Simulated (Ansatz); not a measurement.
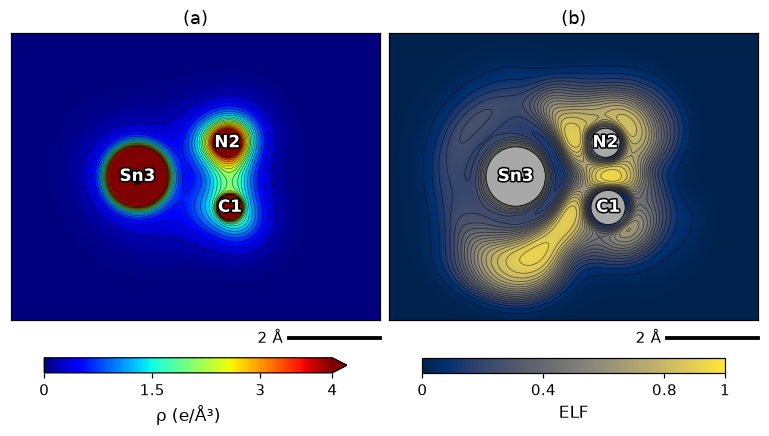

The picture shows: CH5NSn. (a) electron density; (b) electron localisation function on the plane of atoms C1, Sn3 and N2. Grey discs cover the atomic cores in the ELF map.

Core potentials replace the inner electrons of Sn.

Level of theory: RHF/def2-SVP in Ansatz 0.2.0.

```xyz
8

C    -0.7200    0.4018   -0.6748
N    -0.0817    1.0157    0.4415
Sn    0.8562   -0.8452    0.0822
H    -1.7354    0.0239   -0.5720
H    -0.5390    0.8574   -1.6438
H    -0.6808    1.0658    1.2470
H     2.5002   -0.6197   -0.2469
H     0.4927   -1.9568    1.3111
```

Question: Describe what can be read from this map.

Answer: Atoms in the plane: C, N and Sn. C–N (1.42 Å): ρ at the midpoint is about 2.1 e/Å³; the ELF peaks at about 0.95 between the atoms; a covalent bond. Sn–N (2.11 Å): ρ is about 0.59 e/Å³ halfway; the ELF peaks at about 0.80 in the valence shell of N, 0.6 Å from its nucleus, and drops to about 0.10 between the two atoms. C–Sn (2.15 Å): the density is about 0.6 e/Å³ at the midpoint; the ELF peaks at about 0.75 in the valence shell of C, 0.7 Å from its nucleus, and drops to about 0.15 between the two atoms.
